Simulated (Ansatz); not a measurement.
**Single-point calculation, with input and output: C2H6Cl3NSi**

- system: C2H6Cl3NSi
- method: RKS PBE0-D4/def2-TZVP (Ansatz 0.2.0)

The geometry comes from this level: r2SCAN-D4/def2-SVP.

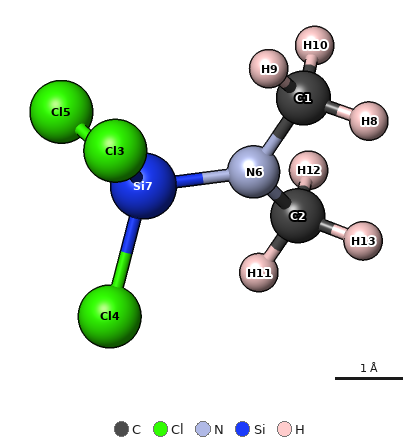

Figure 1. The input geometry (ball-and-stick view, seen at a tilt; atoms are numbered from 1 in the order of the input). Bond lengths as drawn: Cl–Si 2.06 to 2.07 Å, C–H 1.10 to 1.11 Å, C–N 1.45 Å and N–Si 1.70 Å.

### Results in brief

- outcome: converged
- total energy: −49095.7425 eV
- mean-field energy: −49095.3378 eV
- dispersion energy: −0.4047 eV
- SCF solution under orbital rotations: stable
- HOMO: −7.19 eV
- LUMO: 0.08 eV
- hardware: 4 threads of Arm Neoverse V2, 23 GiB of memory available, shared host
- wall time: 8.5 s (CPU time 32 s)
- peak memory: 1.1 GiB

### Input file
```yaml
crystal:
  periodic: [false, false, false]
  atoms:
    - {symbol: C, position_ang: [1.079765, -0.562333, 0.900717]}
    - {symbol: C, position_ang: [-1.057940, 0.600017, 0.892011]}
    - {symbol: Cl, position_ang: [1.901416, -0.061229, -2.362316]}
    - {symbol: Cl, position_ang: [-1.003923, 1.612719, -2.365517]}
    - {symbol: Cl, position_ang: [-0.978387, -1.692928, -2.267407]}
    - {symbol: N, position_ang: [0.074375, 0.129290, 0.109823]}
    - {symbol: Si, position_ang: [-0.000787, -0.003664, -1.586825]}
    - {symbol: H, position_ang: [1.464208, 0.106530, 1.691888]}
    - {symbol: H, position_ang: [1.930400, -0.864346, 0.274395]}
    - {symbol: H, position_ang: [0.668557, -1.466474, 1.390304]}
    - {symbol: H, position_ang: [-1.769577, 1.148593, 0.259420]}
    - {symbol: H, position_ang: [-1.597099, -0.235011, 1.380136]}
    - {symbol: H, position_ang: [-0.710998, 1.288824, 1.683369]}
basis:
  gaussian: {orbitals: def2-TZVP, initial_orbitals: start.molden}
hamiltonian: {xc: pbe0, dispersion: d4}
scf: {omitted_lower_state_checks: [starts]}
output: {orbitals: {seedname: orbitals}}
```

Command:
```bash
ansatz run in.yaml --threads 4 --pin off --events-out ev --progress --plain --max-ram 4787MiB
```

### The program's output
```
Functional definition: PBE0
  name "PBE0"
  cite "Adamo & Barone, J. Chem. Phys. 110, 6158 (1999) doi:10.1063/1.478522"
  cite "Perdew, Burke & Ernzerhof, Phys. Rev. Lett. 77, 3865 (1996) doi:10.1103/PhysRevLett.77.3865"
  parent pbe
  parameter a = 0.25
  parameter kappa = 0.804
  parameter beta = 0.06672455060314922
  exchange = (1 - a)*pbe_x(kappa = kappa, mu = beta*pi^2/3) + a*exact_x
  correlation = pbe_c(beta = beta)
these checks for a lower state are left out or cut short: starts
1851 factors; their error is unknown
mean field evaluation 1: about -48942.4392 eV, gradient 2.5e2 eV
mean field evaluation 2: about -48995.1100 eV, gradient 8.2e1 eV
mean field evaluation 4: about -49084.1947 eV, gradient 3.8e1 eV
mean field evaluation 8: about -49095.3378 eV, gradient 1.5e-3 eV
mean field -49095.33778581 eV, -1804.2203856132 hartree, gradient 1.8e-5 eV, S^2 0.000000; 0 other end points of the search recorded, 0 dependent functions left out
reference -49095.33782195 eV, -1804.2203869414 hartree; 45, 45 occupied and 232, 232 virtual orbitals, 1851 factors
Total energy: -49095.74253856 eV, -1804.2352600027 hartree
Checks for a lower state left out: starts
```

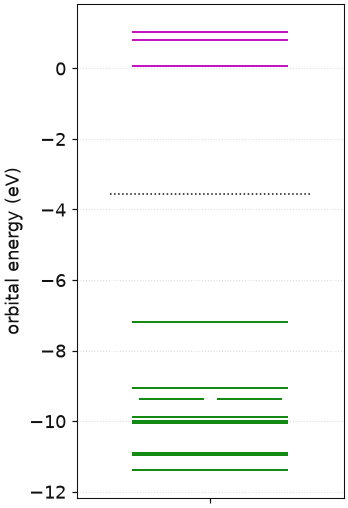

Figure 2. Orbital energies near the frontier; the dotted line parts filled from empty levels, and levels within 0.02 eV of each other stand side by side. Highest filled −7.19 eV, lowest empty 0.08 eV, 7.27 eV apart.
